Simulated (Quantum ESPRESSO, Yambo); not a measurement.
# GaP (F-43m): G0W0 with Yambo, start to end, part 3 of 3

Aim: the G0W0 gap of GaP (F-43m) on PBE, step by step.

Quantum ESPRESSO 7.5 and Yambo 5.3.0; PBE and many-body steps on it, plane waves. Known limits of the many-body steps: not at the basis limit; exchange with frozen shells missing; no spin-orbit coupling; coarse k mesh.

So far. Step 3 (Bands along the symmetry lines): The gap is 1.593 eV, −0.060 eV from the run before at this level. Step 4 (Empty states on the mesh, 4×4×4 mesh, 100 bands): On this mesh the gap is 1.653 eV.

### 6. Screening and self-energy, 4×4×4 mesh, 100 bands, screening to 129.3 eV

G0W0 replaces the xc potential by the self-energy, built once from these orbitals. Only a window of levels is corrected, while the sums run over the empty bands that the input names.

This step: G0W0 on PBE, plane waves, norm-conserving pseudopotentials.

gw1.in reads:

```
HF_and_locXC
gw0
dyson
ppa
em1d
rim_cut
RandQpts= 1000000
RandGvec= 1 RL
EXXRLvcs= 72 Ry
VXCRLvcs= 288 Ry
Chimod= "HARTREE"
% BndsRnXp
 1 | 100 |
%
NGsBlkXp= 9.5 Ry
% LongDrXp
 1 | 1 | 1 |
%
% GbndRnge
 1 | 100 |
%
DysSolver= "n"
ExtendOut
PPAPntXp= 27.21138 eV
% QPkrange
 1 | 8 | 6 | 13 |
%
```

The run is started by

```bash
OMP_NUM_THREADS=1 mpirun -n 4 yambo -F gw1.in -J gw1 -C gw1 > gw1.log
```

Output:

```text
 Yambo, version 5.3.0

 [02] CORE Variables Setup
 =========================

  [... cell, symmetries and grids as in the set-up ...]

  [02.05] Energies & Occupations
  ==============================

  [X] === General ===
  [X] Electronic Temperature                        :  0.000000  0.000000 [eV K]
  [X] Bosonic    Temperature                        :  0.000000  0.000000 [eV K]
  [X] Finite Temperature mode                       : no
  [X] El. density                                   :  0.44466E+24 [cm-3]
  [X] Fermi Level                                   :  7.619618 [eV]

  [X] === Gaps and Widths ===
  [X] Conduction Band Min                           :  1.652582 [eV]
  [X] Valence Band Max                              :  0.000000 [eV]
  [X] Filled Bands                                  :   9
  [X] Empty Bands                                   :   10  100
  [X] Direct Gap                                    :  1.816923 [eV]
  [X] Direct Gap localized at k                     :  1
  [X] Indirect Gap                                  :  1.652582 [eV]
  [X] Indirect Gap between kpts                     :   1   7
  [X] Last valence band width                       :  3.419614 [eV]
  [X] 1st conduction band width                     :  3.049489 [eV]

 [03] Transferred momenta grid and indexing
 ==========================================

 IBZ Q-points                                      :   8
 BZ  Q-points                                      :   64

 K/Q-points units:
 rlu = crystal or reduced units; cc = cartesian coordinates; iku = interal k-units

 Q [1]          [rlu]:  0.000000  0.000000  0.000000
 Q [2]          [rlu]: -0.25926E-17 -0.25926E-17  0.25000
 Q [3]          [rlu]:  0.51853E-17  0.51853E-17 -0.50000
 Q [4]          [rlu]:  0.17252E-17  0.25000      0.25000
 Q [5]          [rlu]:  0.64517E-16  0.25000      0.50000
 Q [6]          [rlu]:  0.51853E-17  0.25000     -0.25000
 Q [7]          [rlu]: -0.34504E-17 -0.50000     -0.50000
 Q [8]          [rlu]:  0.250000 -0.500000 -0.250000

 [04] Coloumb potential Random Integration (RIM)
 ===============================================

  [04.01] RIM initialization
  ==========================

  * Diagonal components only detected *

  8 x (sBL volume)        :  0.113502 [a.u.]
  sBZ random points       :  1000000
  Points outside the sBZ  :   7987327
  RL volume               :  0.908017 [a.u.]
  Integrated volume       :  0.909458 [a.u.]

  [04.02] RIM integrals
  =====================

  Gamma point sphere radius             :  0.087825 [a.u.]
  Points outside the sphere             :   799513
  [Int_sBZ(q=0) 1/q^2]*(Vol_sBZ)^(-1/3) =:  7.764325
                                 should be <:  7.795600

  Summary of Coulomb integrals for non-metallic bands |Q|[au] RIM/Bare

  Q [1] 0.100000E-4 0.995988 * Q [2] 0.264147 1.066458
  Q [4] 0.305010 1.065091 * Q [6] 0.431350 1.027253
  Q [5] 0.505803 1.020682 * Q [3] 0.528294 1.017918
  Q [7] 0.610021 1.014689 * Q [8] 0.682024 1.011759

 [05] Dipoles
 ============

  [05.01] Setup: observables and procedures
  =========================================

 [06] Dynamic Dielectric Matrix (PPA)
 ====================================

 [WR./gw1//ndb.pp]---------------------------------------------------------------
  Brillouin Zone Q/K grids (IBZ/BZ)                :    8   64    8   64
  RL vectors                                       :   3527 [WF]
  Coulomb cutoff potential                         : none
  Electronic Temperature                           :  0.000000 [K]
  Bosonic    Temperature                           :  0.000000 [K]
  PPA    diel. fun.  energies                      : Perdew, Burke & Ernzerhof(X)+Perdew, Burke & Ernzerhof(C)
  wavefunctions                                    : Perdew, Burke & Ernzerhof(X)+Perdew, Burke & Ernzerhof(C)
  Global Gauge                                     : length
  X matrix size                                    :  169
  X band range                                     :    1  100
  X e/h energy range                               : -1.000000 -1.000000 [eV]
  X Time ordering                                  : R
  X Hxc Kernel                                     : HARTREE
  X Drude frequency                                :  0.000000  0.000000
  X poles                                          :  100.0000 [o/o]
  RL vectors in the sum                            :   3527
  [r,Vnl] included                                 : yes
  Field direction                                  :  0.577350E-5  0.577350E-5  0.577350E-5
  BZ energy Double Grid                            : no
  BZ energy DbGd points                            : 0
  BZ Q point size factor                           : -1.000000
  X Optical Averaged directions                    : none

 [07] Local Exchange-Correlation + Non-Local Fock
 ================================================

 [VXC] Plane waves :  22419
 [EXS] Plane waves :  2837

 QP @ state[ 1 ] K range:   1   8
 QP @ state[ 1 ] b range:   6  13

 [xc] Functional : Perdew, Burke & Ernzerhof(X)+Perdew, Burke & Ernzerhof(C)
 [xc] LIBXC used to calculate xc functional
  PP Number of Atomic Species                      :  2
  NLCC RL compoments                               :  22419
  PP Number of Atomic Species                      :  2
  NLCC RL compoments                               :  22419

 [xc] E_xc :  -10.80912 [Ha]
      E_xc :  -21.61824 [Ry]

  Local XC kind (lXC) : Perdew, Burke & Ernzerhof(X)+Perdew, Burke & Ernzerhof(C)
  Non-Local XC kind (nlXC) : Hartree-Fock

  Corrections @ K [1] :  [eV]
 <6|nlXC|6> = -19.02903 -0.26422E-17 <6|lXC|6> = -11.67511  0.18882E-15
 <7|nlXC|7> = -14.54337 -0.94493E-17 <7|lXC|7> = -12.83810  0.11801E-16
 <8|nlXC|8> = -14.54320  0.18785E-17 <8|lXC|8> = -12.83810  0.000000
 <9|nlXC|9> = -14.54340  0.47871E-17 <9|lXC|9> = -12.83810  0.000000
 <10|nlXC|10> = -7.977676  0.52384E-17 <10|lXC|10> = -12.30555 -0.18882E-15
 <11|nlXC|11> = -6.838773  0.14529E-17 <11|lXC|11> = -10.86249  0.000000
 <12|nlXC|12> = -6.839013  0.30944E-17 <12|lXC|12> = -10.86249 -0.18882E-15
 <13|nlXC|13> = -6.838938 -0.25499E-17 <13|lXC|13> = -10.86249 -0.37763E-15

  Corrections @ K [2] :  [eV]
 <6|nlXC|6> = -19.13081  0.60657E-17 <6|lXC|6> = -12.19610  0.000000
 <7|nlXC|7> = -15.19671  0.11010E-16 <7|lXC|7> = -12.02843 -0.11801E-15
[...]
Corrections @ K [3] :  [eV]
[...]
Corrections @ K [4] :  [eV]
[...]
Corrections @ K [5] :  [eV]
[...]
[... 2 further k-points ...]
  Corrections @ K [8] :  [eV]
[...]
<9|nlXC|9> = -13.92670 -0.12694E-17 <9|lXC|9> = -10.76743 -0.44254E-16
 <10|nlXC|10> = -5.568464 -0.30916E-17 <10|lXC|10> = -10.18464  0.70806E-16
 <11|nlXC|11> = -7.022249 -0.26802E-17 <11|lXC|11> = -12.16872  0.70806E-16
 <12|nlXC|12> = -5.623872 -0.23477E-17 <12|lXC|12> = -10.57294  0.35403E-16
 <13|nlXC|13> = -5.396934  0.94591E-18 <13|lXC|13> = -10.08007 -0.20652E-16

  [07.01] Hartree-Fock occupations report
  =======================================

  [Hartree-Fock] === General ===
  [Hartree-Fock] Electronic Temperature             :  0.000000  0.000000 [eV K]
  [Hartree-Fock] Bosonic    Temperature             :  0.000000  0.000000 [eV K]
  [Hartree-Fock] Finite Temperature mode            : no
  [Hartree-Fock] El. density                        :  0.44466E+24 [cm-3]
  [Hartree-Fock] Fermi Level                        :  7.619618 [eV]

  [Hartree-Fock] === Gaps and Widths ===
  [Hartree-Fock] Conduction Band Min                :  5.445411 [eV]
  [Hartree-Fock] Valence Band Max                   : -1.705299 [eV]
  [Hartree-Fock] Filled Bands                       :   9
  [Hartree-Fock] Empty Bands                        :   10  100
  [Hartree-Fock] Direct Gap                         :  7.850094 [eV]
  [Hartree-Fock] Direct Gap localized at k          :  1
  [Hartree-Fock] Indirect Gap                       :  7.150710 [eV]
  [Hartree-Fock] Indirect Gap between kpts          :   1   7
  [Hartree-Fock] Last valence band width            :  4.873579 [eV]
  [Hartree-Fock] 1st conduction band width          :  3.872833 [eV]

 [08] Dyson equation: Newton solver
 ==================================

  [08.01] G0W0 (W PPA)
  ====================

  [  GW  ] Bands range     :    1  100
  [GW/PPA] G damping       :  0.100000 [eV]

  QP @ state[ 1 ] K range:   1   8
  QP @ state[ 1 ] b range:   6  13

   Sc/G bands                                       :    1  100
   Sc/G damping                                     :  0.100000 ev
   Sc bands terminator                              : no
   Sx RL components                                 :  2837

   QP @ state[ 1 ] K range                          :   1   8
   QP @ state[ 1 ] b range                          :   6  13
   GF energies kind                                 : Perdew, Burke & Ernzerhof(X)+Perdew, Burke & Ernzerhof(C)
   GF WF`s kind                                     : Perdew, Burke & Ernzerhof(X)+Perdew, Burke & Ernzerhof(C)
   Xs energies kind                                 : Perdew, Burke & Ernzerhof(X)+Perdew, Burke & Ernzerhof(C)
   Xs WF`s kind                                     : Perdew, Burke & Ernzerhof(X)+Perdew, Burke & Ernzerhof(C)

 [11] Game Over & Game summary
```

It took 2.6 min on 4 MPI ranks of Arm Neoverse V1, shared host; peak memory 1.4 GiB.

This step gave:

```yaml
g0w0_gap_on_the_mesh: 2.150 eV
starting_gap_on_the_mesh: 1.653 eV
k_of_the_valence_top: 0, 0, 0
k_of_the_conduction_bottom: 0, -0.5, -0.5
least_direct_g0w0_gap_on_the_computed_points: 2.352 eV
z_at_the_valence_top: 0.7859
z_at_the_conduction_bottom: 0.8102
```

The gap on the mesh goes from 1.65 eV to 2.15 eV, a correction of +0.50 eV.

Limits: finite bands, cutoff and mesh; exchange with frozen shells missing; no spin-orbit coupling; coarse k mesh. v1 is the top filled band, c1 the lowest empty one. Levels before and after the correction, in eV, zero at the valence-band top of each column:

```tsv
	conduction bottom	valence top
Kohn-Sham	1.65	0.00
G0W0	2.15	0.00
```

```tsv
	level	energy (eV)
Kohn-Sham	Γ v3-v1	0.000
Kohn-Sham	Γ c1	1.817
Kohn-Sham	Γ c2-c3	3.887
Kohn-Sham	(0 -0.5 -0.5) v3	-6.755
Kohn-Sham	(0 -0.5 -0.5) v2-v1	-2.683
Kohn-Sham	(0 -0.5 -0.5) c1	1.653
Kohn-Sham	(0 -0.5 -0.5) c2	1.822
Kohn-Sham	(0 -0.5 -0.5) c3	10.575
G0W0	Γ v3-v1	0.000
G0W0	Γ c1	2.352
G0W0	Γ c2-c3	4.340
G0W0	(0 -0.5 -0.5) v3	-7.094
G0W0	(0 -0.5 -0.5) v2-v1	-3.033
G0W0	(0 -0.5 -0.5) c1	2.150
G0W0	(0 -0.5 -0.5) c2	2.436
G0W0	(0 -0.5 -0.5) c3	11.025
```

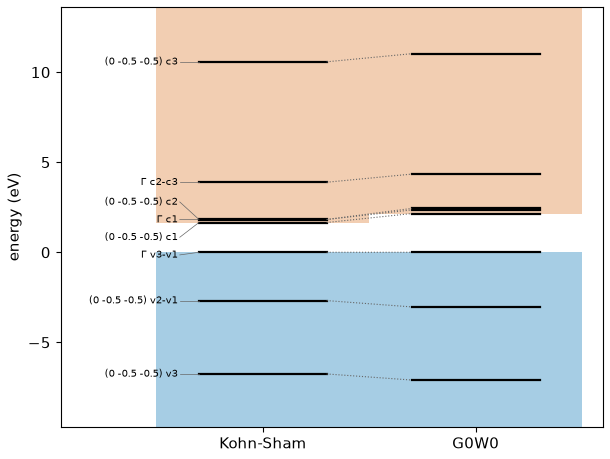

Levels before and after the correction. Shaded: valence and conduction bands.

### 7. Where the time went

Times are wall times on the hardware named with each run, good to a factor of about two.

```tsv
step	time	share	memory (GiB)
ground state	3.4 s	2 %	0.22
bands along the symmetry lines	3.6 s	2 %	0.2
empty states on the mesh	4.7 s	3 %	0.28
conversion and set-up	2.4 s	1 %	0.24
screening and self-energy	2.6 min	92 %	1.4
```

### 8. Results

| Quantity | Value |
| --- | --- |
| PBE gap | 1.59 eV, indirect |
| G0W0 gap on the mesh | 2.15 eV |
| G0W0 gap over the zone (rigid shift) | 2.09 eV |
| GW settings | 4×4×4 mesh, 100 bands, screening to 129.3 eV, Godby-Needs plasmon pole |
| known limits | not at the basis limit; exchange with frozen shells missing; no spin-orbit coupling; coarse k mesh |

What this shows: G0W0 moves the gap on the mesh from 1.65 eV to 2.15 eV (+0.50 eV), with Z of 0.79 and 0.81 at the edges. The mesh misses the band edges by 0.06 eV in all; a rigid shift gives 2.09 eV for the zone. The dearest step here is «screening and self-energy». Against experiment, by G0W0@PBE: the gap of 2.09 eV lies −0.16 eV from the measured 2.25 ± 0.04 eV (indirect, 300 K, on Si, 2020). The calculation has static nuclei and no excitons; a measured gap holds zero-point and thermal motion, which mostly lowers it. Bands and cutoff are finite, so the gap is not at the basis limit. The miss can reach some tenths of an eV and take either sign; the mesh is an error of its own. A denser mesh or path gives a starting gap of 1.59 eV: the GW mesh misses a band edge, so its gaps are not the fundamental one. The 4×4×4 mesh is coarse for this cell, which bears on the long-range parts of exchange and screening. The norm-conserving file of at least one element keeps a d shell over frozen s and p shells of the same row. Exchange with those shells is missing from the self-energy, an error of 0.3 to 0.9 eV in cases checked, whose sign depends on which edge lies on those atoms. The many-body steps are scalar-relativistic: spin-orbit coupling is not in them.

[Paths, hosts, dates, memory and timing lines, banners, echoed tables and standing remarks are left out of the program output.]

[Logs are printed without paths, hosts, clocks, repeated set-up lines and the standing remarks that a program may print on its own settings, such as how far it seeks lower states.]

[Runs of the session that timed out or met a known fault of the program may be left out.]

[Hosts, paths, dates, database ids (printed as entryN), source tags and the programs' standing remarks are cut or masked in the printed files.]
